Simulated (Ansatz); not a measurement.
Dissociation curves of AlF3 (SMILES [F][Al]([F])[F])

The species is AlF3 (4 atoms), meant as a singlet with charge 0. As SMILES, `[F][Al]([F])[F]`. The shape comes from GFN2-xTB, which is rough for such elements, and wasn't checked as a minimum.

```xyz
4

Al   -0.0002   -0.0003   -0.0013
F     1.6308   -0.0271    0.0135
F    -0.7915    1.4260   -0.0166
F    -0.8391   -1.3986    0.0044
```

The Al1–F3 distance is scanned; the parts on either side stay rigid. Basis STO-3G, 8 core orbitals frozen in the correlated methods; program Ansatz 0.2.0. FCI is exact within this basis and core. Energies in eV from each method's value at 1.631 Å; methods without a U are spin-restricted. The shape above is that at 1.631 Å.

```csv
distance (Å),revPBE,r2SCAN0,wB97X,wB97M-V,MP2,CCSD(T),CCSDT(Q),FCI
1.631,0.00,0.00,0.00,0.00,0.00,0.00,0.00,0.00
2.039,1.43,1.88,1.81,1.82,1.98,1.71,1.69,1.69
2.447,3.64,4.49,4.48,4.50,4.60,3.72,3.70,3.70
3.262,6.23,7.63,7.97,7.99,6.59,4.75,4.88,4.89
4.078,6.93,8.54,9.21,9.24,5.26,4.66,4.93,4.94
```

Departure from the FCI curve at its largest: revPBE +1.99 eV at 4.08 Å; r2SCAN0 +3.60 eV at 4.08 Å; wB97X +4.27 eV at 4.08 Å; wB97M-V +4.30 eV at 4.08 Å; MP2 +1.70 eV at 3.26 Å; CCSD(T) -0.28 eV at 4.08 Å; CCSDT(Q) -0.01 eV at 4.08 Å. The curve of MP2 turns over, which the reference doesn't. Restricted functionals keep the electrons paired too, and rise too high.

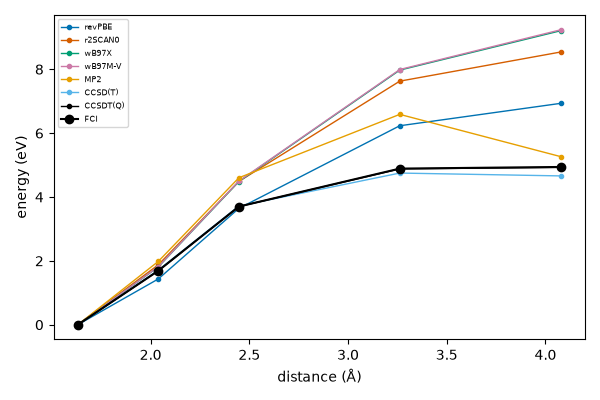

The curves of the table.
